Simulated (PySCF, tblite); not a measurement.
**C₅H₁₂N+: a rotation path, then NMR shifts on frames**

How do NMR shifts of C₅H₁₂N+ (`C[NH2+]C1CCC1`) change as the atoms move?

The runs use tblite 0.8.0 and PySCF 2.14.0, with density-fitted response routines of our own; the level of theory stands in each step. All values are computed, except where a source is named. Atoms are numbered from 0 throughout.

### Step 1. The molecule as given

18 atoms, charge 1, multiplicity 1; geometry from: GFN2-xTB.

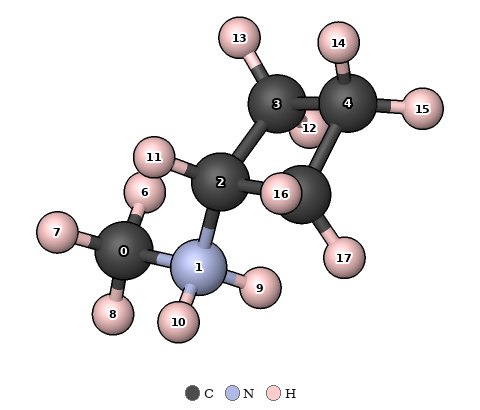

As it starts; carbon dark grey, nitrogen light blue, hydrogen pink, atoms numbered.

### Step 2. The rotation path with GFN2-xTB

What the job is given:

```
{"job": {"kind": "neb", "xc": "GFN2-xTB", "basis": "xTB", "atoms": [5, 2, 1, 0], "turn": 120}, "charge": 1, "multiplicity": 1}
C      2.217055    -0.719495     0.225431
N      1.157859    -0.052400    -0.559206
C      0.035533     0.469288     0.275930
C     -0.915771    -0.596053     0.832057
C     -2.105944     0.208352     0.278156
C     -1.123678     1.096867    -0.506850
H      1.786641    -1.534562     0.803977
H      2.674045    -0.008237     0.910553
H      2.986160    -1.117954    -0.433254
H      0.762314    -0.720331    -1.234281
H      1.563828     0.724224    -1.096295
H      0.461494     1.124786     1.036463
H     -0.803894    -1.565772     0.349908
H     -0.894257    -0.735810     1.908928
H     -2.645214     0.751076     1.047727
H     -2.817559    -0.351788    -0.319620
H     -1.247685     2.169336    -0.387935
H     -1.099684     0.864791    -1.570004
```

With the program's defaults for keys left out, this is: GFN2-xTB climbing-image nudged elastic band, gas phase.

Run with:

```bash
$ OMP_NUM_THREADS=1 python probes_run.py task.json out
```

One launch serves the whole session: the jobs run in the order shown.

The program printed:

```text
image   E - E0 / eV
  0       0.0000
  1       0.0195
  2       0.0759
  3       0.1421
  4       0.1863
  5       0.1950
  6       0.1697
  7       0.1335
  8       0.1199
```

It took 9.6 s on 1 thread, shared host.

The final band, with the dihedral C5–C2–N1–C0:

```tsv
image	dihedral (°)	energy (eV)	energy (kcal/mol)
0	-177	0.000	0.0
1	-163	0.019	0.4
2	-150	0.076	1.7
3	-137	0.142	3.3
4	-122	0.186	4.3
5	-107	0.195	4.5
6	-91	0.170	3.9
7	-75	0.133	3.1
8	-58	0.120	2.8
```

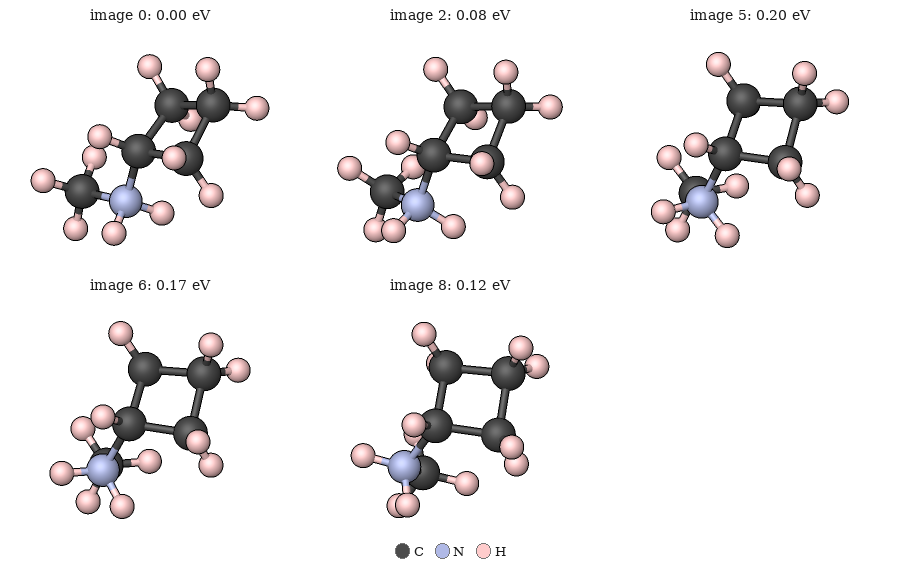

Images along the band.

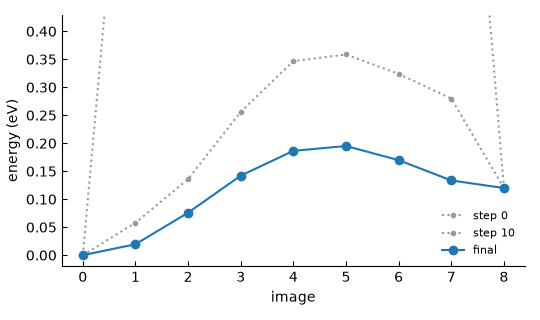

Energy along the band, early and final.

### Step 3. Nuclear shieldings: image 0, PBE0/pcSseg-1

What the job is given:

```
{"job": {"kind": "nmr", "xc": "PBE0", "basis": "pcSseg-1", "pop": false}, "charge": 1, "multiplicity": 1}
C      2.217100    -0.719500     0.225400
N      1.157900    -0.052400    -0.559200
C      0.035500     0.469300     0.275900
C     -0.915800    -0.596100     0.832100
C     -2.105900     0.208400     0.278200
C     -1.123700     1.096900    -0.506800
H      1.786600    -1.534600     0.804000
H      2.674000    -0.008200     0.910600
H      2.986200    -1.118000    -0.433300
H      0.762300    -0.720300    -1.234300
H      1.563800     0.724200    -1.096300
H      0.461500     1.124800     1.036500
H     -0.803900    -1.565800     0.349900
H     -0.894300    -0.735800     1.908900
H     -2.645200     0.751100     1.047700
H     -2.817600    -0.351800    -0.319600
H     -1.247700     2.169300    -0.387900
H     -1.099700     0.864800    -1.570000
```

Method: GIAO PBE0/pcSseg-1 NMR shielding, non-relativistic, gas phase.

The program printed:

```text
coarse grid: 13936 points
cycle   1  E = -251.8212494807  dE =  9.291e-01  |g| = 4.101e-01  |ddm| = 3.564e+00
cycle   2  E = -251.8095409808  dE =  1.171e-02  |g| = 5.037e-01  |ddm| = 1.009e+00
cycle   3  E = -251.8671596547  dE = -5.762e-02  |g| = 4.922e-02  |ddm| = 4.410e-01
cycle   4  E = -251.8675731989  dE = -4.135e-04  |g| = 1.758e-02  |ddm| = 4.862e-02
cycle   5  E = -251.8676338722  dE = -6.067e-05  |g| = 5.667e-03  |ddm| = 1.416e-02
cycle   6  E = -251.8676408117  dE = -6.940e-06  |g| = 7.939e-04  |ddm| = 4.659e-03
final grid: 131496 points
cycle   7  E = -251.9023033884  dE = -4.740e-05  |g| = 9.492e-03  |ddm| = 3.412e-02
cycle   8  E = -251.9022964952  dE =  6.893e-06  |g| = 1.098e-02  |ddm| = 1.602e-02
cycle   9  E = -251.9023262606  dE = -2.977e-05  |g| = 5.521e-04  |ddm| = 8.611e-03
cycle  10  E = -251.9023263205  dE = -5.991e-08  |g| = 1.955e-04  |ddm| = 5.632e-04
cycle  11  E = -251.9023263294  dE = -8.850e-09  |g| = 3.304e-05  |ddm| = 1.554e-04
cycle  12  E = -251.9023263296  dE = -2.357e-10  |g| = 7.618e-06  |ddm| = 3.353e-05
converged SCF energy = -251.9023263296

GIAO shielding tensors (ppm)
atom      isotropic    diamagn.    paramagn.     s11        s22        s33       span
  0 C      152.804     245.808     -93.004    127.460    141.017    189.935     62.475
  1 N      184.019     323.495    -139.476    163.818    179.342    208.897     45.079
  2 C      129.077     254.546    -125.469    102.532    122.032    162.666     60.134
  3 C      158.943     249.597     -90.654    144.882    150.849    181.097     36.215
  4 C      173.837     250.855     -77.017    163.200    171.390    186.922     23.723
  5 C      159.154     250.060     -90.906    142.958    151.691    182.814     39.855
  6 H       28.509      28.732      -0.223     23.888     27.875     33.764      9.876
  7 H       28.785      27.775       1.010     24.343     26.482     35.529     11.186
  8 H       28.426      25.935       2.492     23.730     25.490     36.059     12.329
  9 H       27.616      33.260      -5.644     21.918     25.837     35.094     13.176
 10 H       27.025      31.215      -4.191     20.335     24.554     36.186     15.851
 11 H       27.849      33.345      -5.497     23.950     28.463     31.132      7.182
 12 H       29.687      31.759      -2.072     26.087     29.008     33.966      7.880
 13 H       28.647      30.169      -1.522     24.678     26.487     34.777     10.099
 14 H       29.205      29.240      -0.035     25.941     25.972     35.702      9.761
 15 H       29.246      28.918       0.328     25.294     26.153     36.292     10.998
 16 H       28.699      29.583      -0.884     24.915     25.920     35.262     10.348
 17 H       29.575      31.227      -1.651     26.310     28.203     34.213      7.903
```

It took 50 s on 1 thread, shared host.

The references, computed at this level on geometries of the same kind, shield at (ppm): 1H TMS 31.72, 13C TMS 186.9, 15N NH3 267.7. Their shielding less the atom's gives the shift. The references are single molecules in the gas phase, so shifts against H2O, NH3, PH3, H3PO4 or CFCl3 are not on the usual liquid scales and can be off by tens of ppm. Each atom is listed at this fixed geometry, with no averaging over motion; a spectrum would average atoms that exchange fast.

```tsv
atoms	environment	σ (ppm)	δ (ppm)
C2	sp3 CH bonded to N	129.1	57.8
C0	methyl carbon bonded to N	152.8	34.1
C3	sp3 CH2 in a ring	158.9	28.0
C5	sp3 CH2 in a ring	159.2	27.8
C4	sp3 CH2 in a ring	173.8	13.1
H10	hydrogen on an ammonium nitrogen	27.02	4.69
H9	hydrogen on an ammonium nitrogen	27.62	4.10
H11	hydrogen on an sp3 CH bonded to N	27.85	3.87
H8	hydrogen on a methyl carbon bonded to N	28.43	3.29
H6	hydrogen on a methyl carbon bonded to N	28.51	3.21
H13	hydrogen on an sp3 CH2 in a ring	28.65	3.07
H16	hydrogen on an sp3 CH2 in a ring	28.70	3.02
H7	hydrogen on a methyl carbon bonded to N	28.78	2.93
H14	hydrogen on an sp3 CH2 in a ring	29.20	2.51
H15	hydrogen on an sp3 CH2 in a ring	29.25	2.47
H17	hydrogen on an sp3 CH2 in a ring	29.58	2.14
H12	hydrogen on an sp3 CH2 in a ring	29.69	2.03
N1	ammonium nitrogen	184.0	83.7
```

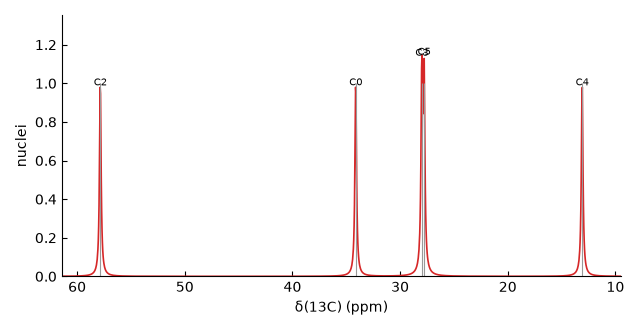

13C lines at the computed shifts, without couplings. Lines are broadened to a width of 0.18 ppm (Lorentzian).

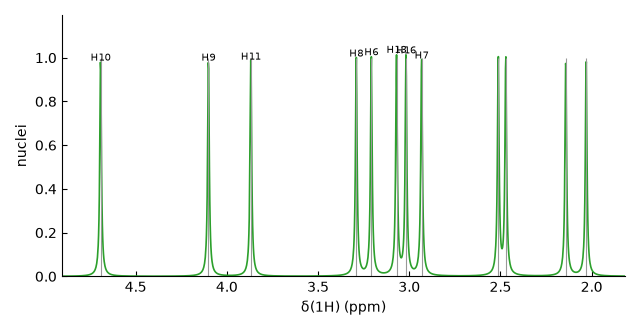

1H lines at the computed shifts, without couplings. Lines are broadened to a width of 0.01 ppm (Lorentzian).

Ring of atoms C2, C3, C4, C5: NICS(0) -0.3, NICS(1) -0.8, NICS(1)zz 3.5 ppm (means of both faces).

### Step 4. Nuclear shieldings: image 2, PBE0/pcSseg-1

What the job is given:

```
{"job": {"kind": "nmr", "xc": "PBE0", "basis": "pcSseg-1", "pop": false}, "charge": 1, "multiplicity": 1}
C      2.069800    -0.879700     0.165300
N      1.230200     0.114900    -0.535700
C      0.048000     0.596700     0.252100
C     -0.796800    -0.479700     0.943000
C     -2.060800     0.136500     0.319000
C     -1.171200     1.012600    -0.581200
H      1.487700    -1.772500     0.379700
H      2.431100    -0.465700     1.103600
H      2.918500    -1.162500    -0.453500
H      0.882600    -0.296400    -1.412100
H      1.807600     0.924700    -0.788200
H      0.396000     1.370100     0.937500
H     -0.612200    -1.486700     0.581100
H     -0.742000    -0.479900     2.027600
H     -2.652400     0.709900     1.024500
H     -2.712800    -0.560900    -0.197800
H     -1.403700     2.073300    -0.595200
H     -1.128400     0.651600    -1.607800
```

Method: GIAO PBE0/pcSseg-1 NMR shielding, non-relativistic, gas phase.

The program printed:

```text
coarse grid: 13936 points
cycle   1  E = -251.8181729595  dE =  9.309e-01  |g| = 4.113e-01  |ddm| = 3.566e+00
cycle   2  E = -251.8058557405  dE =  1.232e-02  |g| = 5.069e-01  |ddm| = 1.038e+00
cycle   3  E = -251.8643159738  dE = -5.846e-02  |g| = 4.908e-02  |ddm| = 4.551e-01
cycle   4  E = -251.8647263392  dE = -4.104e-04  |g| = 1.769e-02  |ddm| = 4.885e-02
cycle   5  E = -251.8647874653  dE = -6.113e-05  |g| = 5.816e-03  |ddm| = 1.416e-02
cycle   6  E = -251.8647947888  dE = -7.323e-06  |g| = 7.519e-04  |ddm| = 4.779e-03
final grid: 131496 points
cycle   7  E = -251.8993981883  dE = -4.720e-05  |g| = 9.333e-03  |ddm| = 3.032e-02
cycle   8  E = -251.8993914742  dE =  6.714e-06  |g| = 1.082e-02  |ddm| = 1.575e-02
cycle   9  E = -251.8994203188  dE = -2.884e-05  |g| = 5.440e-04  |ddm| = 8.483e-03
cycle  10  E = -251.8994203764  dE = -5.758e-08  |g| = 1.935e-04  |ddm| = 5.504e-04
cycle  11  E = -251.8994203851  dE = -8.637e-09  |g| = 3.516e-05  |ddm| = 1.561e-04
cycle  12  E = -251.8994203853  dE = -2.693e-10  |g| = 7.317e-06  |ddm| = 3.604e-05
converged SCF energy = -251.8994203853

GIAO shielding tensors (ppm)
atom      isotropic    diamagn.    paramagn.     s11        s22        s33       span
  0 C      154.341     246.561     -92.220    133.073    141.054    188.897     55.825
  1 N      188.533     323.218    -134.685    156.806    195.005    213.789     56.983
  2 C      130.464     254.283    -123.819    100.357    126.385    164.651     64.293
  3 C      162.660     249.809     -87.150    147.524    157.021    183.435     35.911
  4 C      174.101     250.639     -76.538    163.358    171.972    186.973     23.615
  5 C      155.604     250.583     -94.978    137.779    148.694    180.340     42.561
  6 H       28.307      29.226      -0.918     23.341     28.470     33.111      9.770
  7 H       28.960      28.175       0.785     24.531     26.499     35.851     11.320
  8 H       28.484      26.064       2.420     23.892     25.467     36.094     12.202
  9 H       27.649      32.891      -5.242     21.317     25.864     35.765     14.448
 10 H       26.718      30.486      -3.768     19.853     23.825     36.476     16.624
 11 H       27.684      32.768      -5.085     23.636     27.897     31.518      7.883
 12 H       29.358      31.947      -2.589     25.273     29.521     33.280      8.008
 13 H       28.908      30.262      -1.354     24.838     26.567     35.318     10.479
 14 H       29.257      29.217       0.040     25.989     26.019     35.763      9.774
 15 H       29.267      28.995       0.271     25.311     26.184     36.305     10.994
 16 H       28.539      29.501      -0.963     24.832     25.842     34.942     10.110
 17 H       29.664      31.310      -1.647     26.446     28.248     34.297      7.851
```

Run time: 51 s. Hardware: 1 thread, shared host.

In short: δ C2 56.5, C0 32.6, C5 31.3, C3 24.3, H10 5.00, H9 4.07 ppm.

(Part 1 of 2 ends here.)
